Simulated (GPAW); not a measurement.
# Screening of a field by Sc2NS2 MXene monolayer

Wanted: the out-of-plane polarisability of Sc2NS2 MXene monolayer.

Program: GPAW 26.7.0. Level of theory: GPAW, PAW setups; layer in a repeated cell with vacuum, relaxation of atoms and in-plane cell, in the first sound run; inputs show where later runs differ. Results are calculated unless marked as measured.

## 1. Set-up

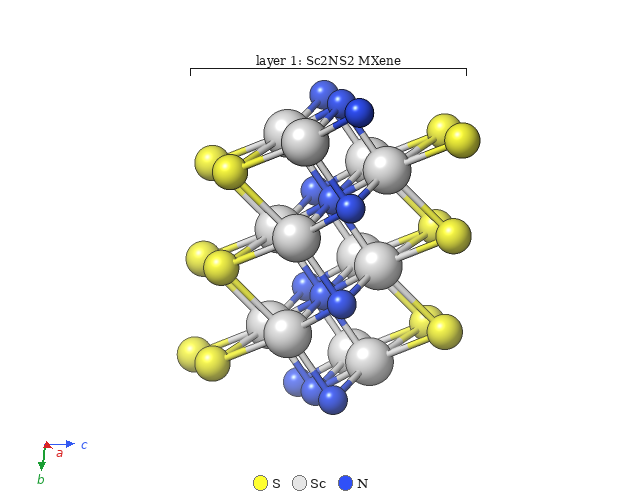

The cell as given, from the side, with the c axis across the page (sulfur yellow, scandium white, nitrogen blue). 2×3×1 cells are drawn. Some periodic images of atoms are drawn too.

The cell holds 5 atoms: 2 S, 2 Sc and 1 N. Cell: a = 3.155 Å, b = 3.155 Å, c = 24.144 Å, α = 90.0°, β = 90.0°, γ = 120.0°. Vacuum lies along c.

## 2. Relaxation

The atoms are relaxed first, since the surface dipole, and with it the work function, follows the positions of the outer layers.

run.py

```python
import json
import numpy as np
from ase import Atoms
from ase.filters import FrechetCellFilter
from ase.optimize import BFGS
from gpaw import GPAW, PW

slab = Atoms(
    ['S', 'Sc', 'N', 'Sc', 'S'],
    positions=[
        [-0.00000, 1.82130, 9.00000],
        [1.57729, 0.91065, 10.82737],
        [0.00000, 0.00000, 12.07208],
        [-0.00000, 1.82130, 13.31679],
        [1.57729, 0.91065, 15.14416]],
    cell=[[3.15458, 0.0, 0.0], [-1.57729, 2.73195, 0.0], [0.0, 0.0, 24.1442]],
    pbc=[True, True, True])

slab.calc = GPAW(mode=PW(600), xc='PBE', kpts={'size': (12, 12, 1), 'gamma': True},
                 occupations={'name': 'fermi-dirac', 'width': 0.05}, nbands='160%',
                 convergence={'density': 1e-05}, maxiter=200,
                 symmetry={'tolerance': 1e-3}, txt='slab.txt')
result = {}
# The in-plane cell is free; stress needs a cell that repeats along all three vectors
path = []
opt = BFGS(FrechetCellFilter(slab, mask=[1, 1, 0, 0, 0, 1]), maxstep=0.2)
opt.attach(lambda: path.append((slab.get_potential_energy(), slab.positions.tolist(), slab.get_forces().tolist())))
result['relaxed'] = bool(opt.run(fmax=0.02, steps=45))
result['path'] = path
result['cell'] = slab.cell.tolist()
print('in-plane lattice', slab.cell.cellpar().round(4)[[0, 1, 5]])
energy = slab.get_potential_energy()
fermi = slab.calc.get_fermi_level()
v = slab.calc.get_electrostatic_potential().mean((0, 1)) - fermi
n = slab.calc.get_pseudo_density().mean((0, 1))
L = slab.cell[2, 2]
z = np.arange(len(v)) * L / len(v)
low, high = slab.positions[:, 2].min(), slab.positions[:, 2].max()
below, above = np.interp([low - 6.8, high + 6.8], z, v)
slopes = [np.interp(x, z, np.gradient(v, z)) for x in (low - 6.8, high + 6.8)]
eps = np.array([[slab.calc.get_eigenvalues(k, s) for k in range(len(slab.calc.get_ibz_k_points()))]
                for s in range(slab.calc.get_number_of_spins())]) - fermi
top, bottom = eps[eps < 0].max(), eps[eps > 0].min()
dipole = slab.get_dipole_moment()[2]
print(f'energy {energy:.4f} eV, Fermi level {fermi:.4f} eV, dipole {dipole:.5f} e A')
print(f'potential 6.8 A off the faces, from the Fermi level: lower {below:.4f} eV, upper {above:.4f} eV')
print(f'slope of the potential there: lower {slopes[0]:.5f}, upper {slopes[1]:.5f} eV/A')
print(f'nearest levels on the mesh: {top:.4f} and {bottom:.4f} eV')
print('magnetic moment', round(slab.get_magnetic_moment(), 3))
result.update(energy=energy, fermi=fermi, dipole=dipole, below=below, above=above, slopes=slopes, edges=[top, bottom],
              z=z.tolist(), v=v.tolist(), n=n.tolist(), positions=slab.positions.tolist(),
              forces=slab.get_forces(apply_constraint=False).tolist(), moments=slab.get_magnetic_moments().tolist())
json.dump(result, open('result.json', 'w'))
```

Started as:

```sh
$ OMP_NUM_THREADS=1 OPENBLAS_NUM_THREADS=1 python run.py
```

The log of the run:

```text
Step          Energy          fmax
BFGS:    0      -32.390889        1.312175
BFGS:    1      -32.469495        0.921556
BFGS:    2      -32.626540        0.924457
BFGS:    3      -32.656397        0.655422
BFGS:    4      -32.735746        0.337480
BFGS:    5      -32.781905        0.351689
BFGS:    6      -32.799351        0.298928
BFGS:    7      -32.807310        0.224389
BFGS:    8      -32.815292        0.172184
BFGS:    9      -32.819885        0.158622
BFGS:   10      -32.820568        0.068952
BFGS:   11      -32.819455        0.010800
in-plane lattice [  3.3031   3.3031 120.    ]
energy -32.8100 eV, Fermi level -2.2470 eV, dipole -0.00056 e A
potential 6.8 A off the faces, from the Fermi level: lower 6.7936 eV, upper 6.7957 eV
slope of the potential there: lower -0.00058, upper -0.00032 eV/A
nearest levels on the mesh: -0.0186 and 0.0629 eV
magnetic moment 0.0
```

Wall time 17 min (1 thread of Arm Neoverse V1, shared host); peak memory 0.56 GiB.

Numbers from this step:

```
dipole along the normal                    : -5.64e-4 e·Å
levels nearest the Fermi level on the mesh : -0.01860, 0.06292 eV from the Fermi level
```

The electrostatic potential energy of an electron (without an applied field's), less the Fermi level, planar mean oscillates, so the rows of the table below give means over windows of 1.64 Å about each position, cut where the curve ends. Its maxima inside the range that stand out by 2 % of the span (Å: eV): 9.9: -2.35, 11.6: -3.93, 12.6: -3.93, 14.2: -2.35. Its minima: 9.1: -15.8, 10.8: -13.9, 12.1: -9.95, 13.4: -13.9, 15.0: -15.8.

The electrostatic potential energy of an electron (without an applied field's), less the Fermi level, planar mean by z; means over each step:

```
z (Å)  electrostatic potential energy of an electron (without an applied field's), less the Fermi level, planar mean (eV)
 0.82                                                                                                                6.79
 2.46                                                                                                                6.79
 4.10                                                                                                                6.79
 5.74                                                                                                                6.79
 7.38                                                                                                                6.31
 9.02                                                                                                               -6.42
10.66                                                                                                               -8.30
12.30                                                                                                               -6.57
13.94                                                                                                               -7.73
15.58                                                                                                               -3.35
17.22                                                                                                                6.69
18.86                                                                                                                6.80
20.50                                                                                                                6.80
22.14                                                                                                                6.80
23.78                                                                                                                6.79
```

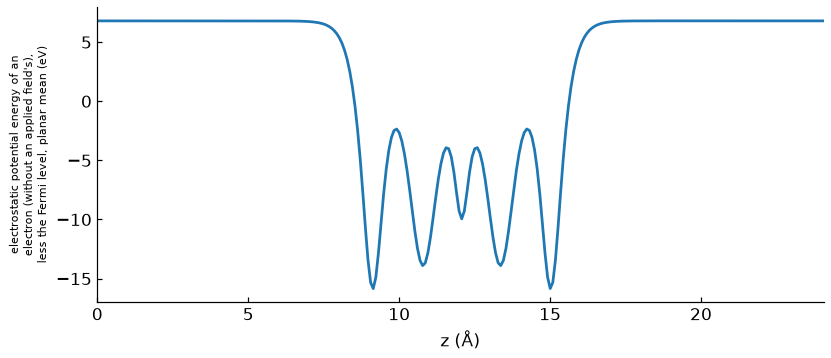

Electrostatic potential energy of an electron (without an applied field's), less the Fermi level, planar mean, plotted against z.

The pseudo valence density, planar mean oscillates, so the rows of the table below give means over windows of 1.29 Å about each position, cut where the curve ends. Its maxima inside the range that stand out by 2 % of the span (Å: e/Å³): 8.8: 0.387, 9.5: 0.434, 10.9: 1.17, 12.1: 0.605, 13.3: 1.17, 14.7: 0.434, 15.3: 0.387. Its minima: 9.1: 0.361, 10.0: 0.325, 11.6: 0.439, 12.6: 0.439, 14.1: 0.325, 15.0: 0.361.

Table of pseudo valence density, planar mean by z; means over each step:

| z (Å) | pseudo valence density, planar mean (e/Å³) |
| --- | --- |
| 4.52 | 2.1e-6 |
| 5.80 | 1.3e-4 |
| 7.10 | 0.00823 |
| 8.38 | 0.221 |
| 9.68 | 0.389 |
| 10.96 | 0.785 |
| 12.25 | 0.531 |
| 13.54 | 0.758 |
| 14.84 | 0.383 |
| 16.12 | 0.122 |
| 17.41 | 0.00253 |
| 18.71 | 4.0e-5 |

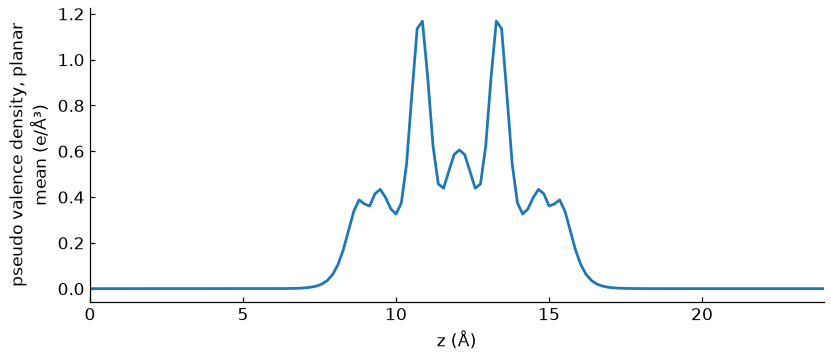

Pseudo valence density, planar mean against z.

The relaxation lowered the energy of the cell by 0.430 eV (energies extrapolated to zero smearing; the optimiser's log prints free energies). The largest force left on a free atom is 0.011 eV/Å.

## 3. Plane waves, PBE

With the geometry fixed, the planar mean of the potential gives the vacuum level on each side.

This step: GPAW, PAW setups; slab in vacuum (GPAW 26.7.0).

The cell differs from the one that the last finished run ended in (c 24.144 → 23.909 Å).

Changes to run.py since step 2:

```diff
@@ -3,4 +3,2 @@
 from ase import Atoms
-from ase.filters import FrechetCellFilter
-from ase.optimize import BFGS
 from gpaw import GPAW, PW
@@ -10,23 +8,16 @@
     positions=[
-        [-0.00000, 1.82130, 9.00000],
-        [1.57729, 0.91065, 10.82737],
-        [0.00000, 0.00000, 12.07208],
-        [-0.00000, 1.82130, 13.31679],
-        [1.57729, 0.91065, 15.14416]],
-    cell=[[3.15458, 0.0, 0.0], [-1.57729, 2.73195, 0.0], [0.0, 0.0, 24.1442]],
-    pbc=[True, True, True])
+        [-0.00000, 1.90707, 9.00000],
+        [1.65157, 0.95354, 10.67506],
+        [-0.00000, 0.00000, 11.95423],
+        [-0.00000, 1.90707, 13.23340],
+        [1.65157, 0.95354, 14.90846]],
+    cell=[[3.30314, -0.0, 0.0], [-1.65157, 2.86061, 0.0], [0.0, 0.0, 23.9085]],
+    pbc=[True, True, False])
 
-slab.calc = GPAW(mode=PW(600), xc='PBE', kpts={'size': (12, 12, 1), 'gamma': True},
+slab.calc = GPAW(mode=PW(500), xc='PBE', kpts={'size': (12, 12, 1), 'gamma': True},
                  occupations={'name': 'fermi-dirac', 'width': 0.05}, nbands='160%',
                  convergence={'density': 1e-05}, maxiter=200,
+                 poissonsolver={'dipolelayer': 'xy'},
                  symmetry={'tolerance': 1e-3}, txt='slab.txt')
 result = {}
-# The in-plane cell is free; stress needs a cell that repeats along all three vectors
-path = []
-opt = BFGS(FrechetCellFilter(slab, mask=[1, 1, 0, 0, 0, 1]), maxstep=0.2)
-opt.attach(lambda: path.append((slab.get_potential_energy(), slab.positions.tolist(), slab.get_forces().tolist())))
-result['relaxed'] = bool(opt.run(fmax=0.02, steps=45))
-result['path'] = path
-result['cell'] = slab.cell.tolist()
-print('in-plane lattice', slab.cell.cellpar().round(4)[[0, 1, 5]])
 energy = slab.get_potential_energy()
```

The log of the run:

```text
energy -32.3790 eV, Fermi level -2.2002 eV, dipole -0.00057 e A
potential 6.8 A off the faces, from the Fermi level: lower 6.7895 eV, upper 6.8004 eV
slope of the potential there: lower -0.00007, upper 0.00007 eV/A
nearest levels on the mesh: -0.0178 and 0.0629 eV
magnetic moment 0.0
```

The job ended after 89 s (1 thread; peak memory 0.28 GiB).

Numbers from this step:

* dipole along the normal: -5.66e-4 e·Å
* levels nearest the Fermi level on the mesh: -0.01781, 0.06295 eV from the Fermi level
* upper work function: 6.800 eV
* lower work function: 6.789 eV

The electrostatic potential energy of an electron (without an applied field's), less the Fermi level, planar mean oscillates, so the rows of the table below give means over windows of 1.72 Å about each position, cut where the curve ends. Its maxima inside the range that stand out by 2 % of the span (Å: eV): 9.8: -2.36, 11.5: -3.92, 12.4: -3.92, 14.2: -2.35. Its minima: 9.0: -15.8, 10.7: -13.9, 12.0: -10.00, 13.2: -13.9, 14.9: -15.8.

Table of electrostatic potential energy of an electron (without an applied field's), less the Fermi level, planar mean by z; means over each step:

```csv
z (Å),"electrostatic potential energy of an electron (without an applied field's), less the Fermi level, planar mean (eV)"
0.86,6.79
2.58,6.79
4.30,6.79
6.02,6.78
7.74,4.44
9.46,-7.90
11.18,-8.91
12.90,-8.71
14.62,-7.41
16.34,5.40
18.06,6.79
19.78,6.80
21.50,6.80
23.22,6.80
```

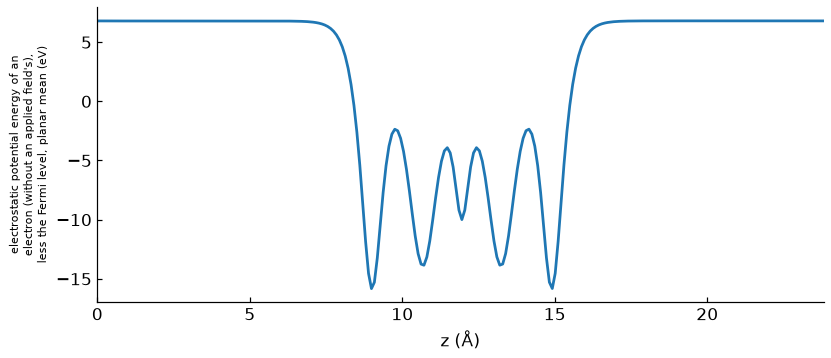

Electrostatic potential energy of an electron (without an applied field's), less the Fermi level, planar mean against z.

The pseudo valence density, planar mean oscillates, so the rows of the table below give means over windows of 1.34 Å about each position, cut where the curve ends. Its maxima inside the range that stand out by 2 % of the span (Å: e/Å³): 8.8: 0.380, 9.4: 0.433, 10.7: 1.19, 12.0: 0.597, 13.2: 1.19, 14.5: 0.433, 15.1: 0.380. Its minima: 9.0: 0.356, 9.9: 0.332, 11.3: 0.447, 12.6: 0.447, 14.0: 0.332, 14.9: 0.356.

The pseudo valence density, planar mean by z; means over each step:

```
z (Å)  pseudo valence density, planar mean (e/Å³)
 4.69                                      5.6e-6
 6.03                                      4.0e-4
 7.37                                      0.0300
 8.71                                       0.329
10.05                                       0.587
11.39                                       0.641
12.73                                       0.722
14.07                                       0.478
15.41                                       0.277
16.75                                      0.0155
18.09                                      2.0e-4
19.43                                      3.0e-6
```

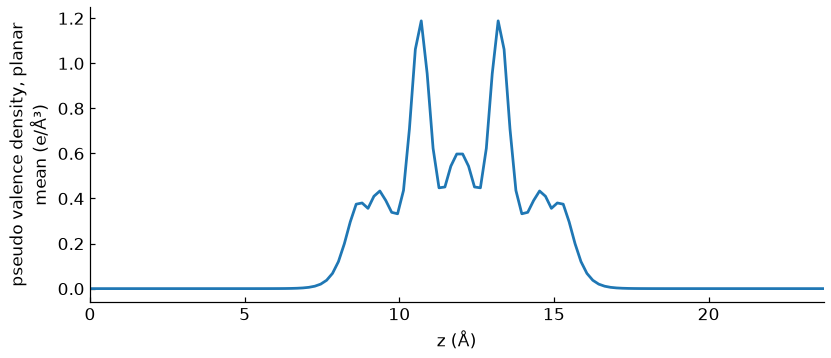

Pseudo valence density, planar mean, plotted against z.

The potential is flat to 6.7e-5 eV/Å where it is read, so the vacuum is wide enough.

## 4. Field on

A uniform field along the normal polarises the slab; the atoms stay fixed, so this is the electronic response alone.

Changes to run.py since step 3:

```diff
@@ -4,2 +4,3 @@
 from gpaw import GPAW, PW
+from gpaw.external import ConstantElectricField
 
@@ -20,2 +21,3 @@
                  poissonsolver={'dipolelayer': 'xy'},
+                 external=ConstantElectricField(-0.2, [0, 0, 1]),
                  symmetry={'tolerance': 1e-3}, txt='slab.txt')
```

The log of the run:

```text
energy -32.3872 eV, Fermi level -2.2012 eV, dipole -0.08189 e A
potential 6.8 A off the faces, from the Fermi level: lower 6.0125 eV, upper 7.5806 eV
slope of the potential there: lower -0.00007, upper 0.00007 eV/A
nearest levels on the mesh: -0.0177 and 0.0631 eV
magnetic moment 0.0
```

Wall time 6.6 min (1 thread); peak memory 0.61 GiB.

This step gave:

```
dipole along the normal                                         : -0.08189 e·Å
levels nearest the Fermi level on the mesh                      : -0.01773, 0.06309 eV from the Fermi level
potential below the slab, the applied field's own ramp left out : 6.013 eV from the Fermi level
potential above the slab, the applied field's own ramp left out : 7.581 eV from the Fermi level
```

The electrostatic potential energy of an electron (without an applied field's), less the Fermi level, planar mean oscillates, so the rows of the table below give means over windows of 1.72 Å about each position, cut where the curve ends. Its maxima inside the range that stand out by 2 % of the span (Å: eV): 9.8: -2.79, 11.5: -4.01, 12.4: -3.83, 14.2: -1.92, 23.4: 7.58. Its minima: 9.0: -16.4, 10.7: -14.1, 12.0: -10.00, 13.2: -13.6, 14.9: -15.2.

Electrostatic potential energy of an electron (without an applied field's), less the Fermi level, planar mean against z; means over each step:

| z (Å) | electrostatic potential energy of an electron (without an applied field's), less the Fermi level, planar mean (eV) |
| --- | --- |
| 0.86 | 6.10 |
| 2.58 | 6.01 |
| 4.30 | 6.01 |
| 6.02 | 6.00 |
| 7.74 | 3.71 |
| 9.46 | -8.39 |
| 11.18 | -9.06 |
| 12.90 | -8.53 |
| 14.62 | -6.89 |
| 16.34 | 6.15 |
| 18.06 | 7.57 |
| 19.78 | 7.58 |
| 21.50 | 7.58 |
| 23.22 | 7.52 |

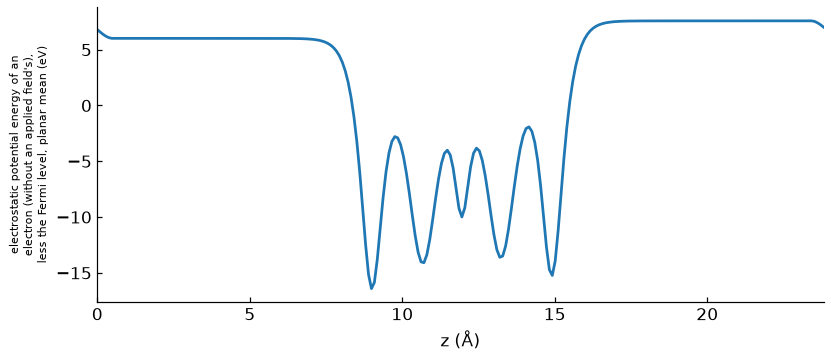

Electrostatic potential energy of an electron (without an applied field's), less the Fermi level, planar mean, plotted against z.

The dipole is now -0.0819 e Å, against -5.7e-4 in the run without a field.

## 5. In a field

Changes to run.py since step 4:

```diff
@@ -21,3 +21,3 @@
                  poissonsolver={'dipolelayer': 'xy'},
-                 external=ConstantElectricField(-0.2, [0, 0, 1]),
+                 external=ConstantElectricField(-0.1, [0, 0, 1]),
                  symmetry={'tolerance': 1e-3}, txt='slab.txt')
```

The log of the run:

```text
energy -32.3811 eV, Fermi level -2.2005 eV, dipole -0.04096 e A
potential 6.8 A off the faces, from the Fermi level: lower 6.4032 eV, upper 7.1876 eV
slope of the potential there: lower -0.00007, upper 0.00007 eV/A
nearest levels on the mesh: -0.0178 and 0.0629 eV
magnetic moment 0.0
```

Elapsed: 7.3 min, on 1 thread; peak memory 0.6 GiB.

Numbers from this step:

```
dipole along the normal                                         : -0.04096 e·Å
levels nearest the Fermi level on the mesh                      : -0.01781, 0.06293 eV from the Fermi level
potential below the slab, the applied field's own ramp left out : 6.403 eV from the Fermi level
potential above the slab, the applied field's own ramp left out : 7.188 eV from the Fermi level
```

The electrostatic potential energy of an electron (without an applied field's), less the Fermi level, planar mean oscillates, so the rows of the table below give means over windows of 1.72 Å about each position, cut where the curve ends. Its maxima inside the range that stand out by 2 % of the span (Å: eV): 9.8: -2.58, 11.5: -3.97, 12.4: -3.87, 14.2: -2.14. Its minima: 9.0: -16.1, 10.7: -14.0, 12.0: -10.00, 13.2: -13.7, 14.9: -15.5.

Table of electrostatic potential energy of an electron (without an applied field's), less the Fermi level, planar mean by z; means over each step:

```
z (Å)  electrostatic potential energy of an electron (without an applied field's), less the Fermi level, planar mean (eV)
 0.86                                                                                                                6.45
 2.58                                                                                                                6.40
 4.30                                                                                                                6.40
 6.02                                                                                                                6.39
 7.74                                                                                                                4.08
 9.46                                                                                                               -8.14
11.18                                                                                                               -8.98
12.90                                                                                                               -8.62
14.62                                                                                                               -7.15
16.34                                                                                                                5.78
18.06                                                                                                                7.18
19.78                                                                                                                7.19
21.50                                                                                                                7.19
23.22                                                                                                                7.16
```

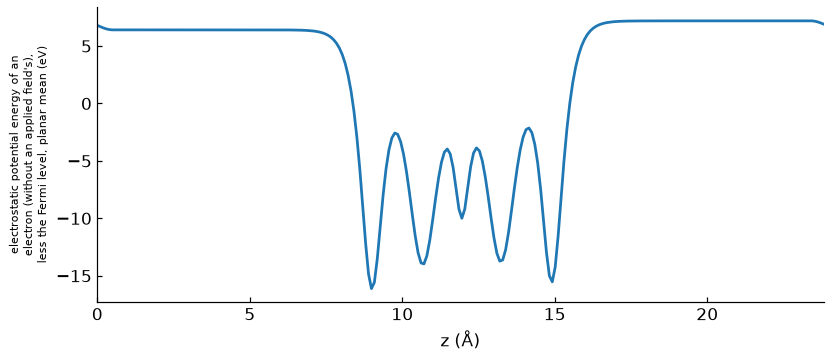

Electrostatic potential energy of an electron (without an applied field's), less the Fermi level, planar mean against z.

The dipole is now -0.0410 e Å, against -5.7e-4 in the run without a field.

[end of part 1 of 2]

[Logs are printed without paths, hosts, clocks, repeated set-up lines and the standing remarks that a program may print on its own settings, such as how far it seeks lower states.]

[Hosts, paths, dates, database ids (printed as entryN), source tags and the programs' standing remarks are cut or masked in the printed files.]
